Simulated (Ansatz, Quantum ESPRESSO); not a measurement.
# WS2 [001], 2H: uniaxial strain and lateral response

The c axis is held at a set length while the cell relaxes sideways. How do the lateral strain and the stress follow? The strained cell has c along the load; unstrained it is a = 3.1537 Å, b = 3.1537 Å, c = 12.1349 Å, α = 90.00°, β = 90.00°, γ = 120.00°, with 6 atoms.

Calculated with Quantum ESPRESSO 7.5, PBE-D3(BJ), PseudoDojo 0.4.1 norm-conserving potentials, cutoff 1170 eV, Fermi–Dirac smearing 0.02 eV, k-mesh 10×10×3, no spin polarisation, no spin-orbit coupling.

Relaxed positions at 0 %:

```csv
atom,x,y,z
W,0.3333,0.6667,0.2500
W,0.6667,0.3333,0.7500
S,0.3333,0.6667,0.6202
S,0.6667,0.3333,0.1202
S,0.3333,0.6667,0.8798
S,0.6667,0.3333,0.3798
```

```
ε_c (%)   a (Å)    c (Å)  ε_a (%)  σ (GPa, tension positive)
     −3  3.1582  11.7708    0.144                      −2.55
     −2  3.1565  11.8922    0.089                      −1.56
     −1  3.1551  12.0135    0.044                      −0.71
      0  3.1537  12.1349    0.000                       0.02
      2  3.1521  12.3775   −0.050                       1.07
      3  3.1515  12.4989   −0.070                       1.47
```

**Question.** Fit both responses and give the free strain and the stress at +1 %, a row left out above.

Least squares with y = y0 + y1 ε + y2 ε² (ε in %) gives ε_a = 0.003 + (−0.0355) ε + (0.0039) ε² and σ = 0.01 + (0.666) ε + (−0.062) ε² GPa. The linear terms put the ratio of free to applied strain at −0.035 and the Young modulus at 67 GPa.

At +1 % the free strain comes out as −0.029 %. The run itself gives −0.025 %, so the estimate misses by 0.004 %; the fitted rows themselves lie up to 0.003 % off the law.

The stress comes out as 0.62 GPa. The run itself gives 0.59 GPa, so the estimate misses by 0.03 GPa; the fitted rows themselves lie up to 0.03 GPa off the law.

The negative ε² term means that the crystal stiffens in compression and softens in tension.

The same fit over all rows at other levels or in other programs gives the strain ratio = −0.035 with PBE-D3(BJ) (Ansatz) and −0.040 with PBE-D3(BJ) (Quantum ESPRESSO, GBRV).

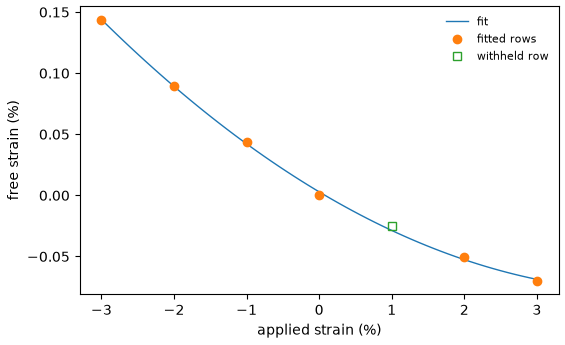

The fitted law, the rows behind it and the withheld row.

[Logs are printed without paths, hosts, clocks, repeated set-up lines and the standing remarks that a program may print on its own settings, such as how far it seeks lower states.]
